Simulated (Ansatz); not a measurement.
Take SiC in the zinc blende structure (space group F-43m, No. 216; a = 4.356 Å) as the base. Axes: x, y, z lie along the cube axes.

Perturbation: uniaxial strain ε_zz = +0.97 %, all other strain components held at zero; the atoms relax in the strained cell.

Computed with Ansatz (a quantum-chemistry and plane-wave program) r2SCAN, scalar-relativistic without spin-orbit coupling.

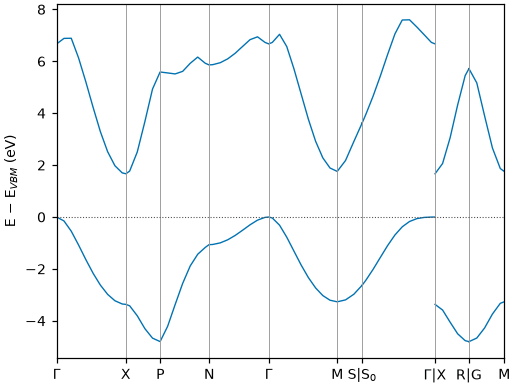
Figure. Highest valence and lowest conduction band along the path of the changed cell's own zone

### Question
From the figure, how large is the changed gap, and is it direct?

### Answer
About 1.7 eV, indirect, Γ → X.

Whether these cells are dynamically stable was not tested. Labels are those of the standard path for the cell's own space group.
